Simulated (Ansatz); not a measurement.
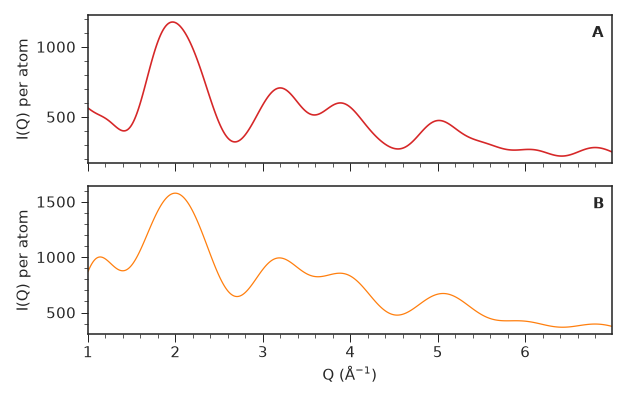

X-ray scattering of spheres cut from the crystal structure of Li2PtC2 (P-3m1, a = 3.889 Å, b = 3.889 Å, c = 5.207 Å, α = 90.00°, β = 90.00°, γ = 120.00°), calculated atom by atom with the Debye equation (B = 0.5 Å², no relaxation of the surface). It is based on the end point of a relaxation with Ansatz 0.2.0, DFT PBE, scalar-relativistic, plane waves, PAW; the starting structure was generated, so it need not be a known form of this composition.

Q: The spheres are 10 and 14 Å across. Which curve is which?

A: curve A: 14 Å (114 atoms); curve B: 10 Å (37 atoms). Peak widths go roughly as 2π/D, so the largest sphere has the sharpest peaks.
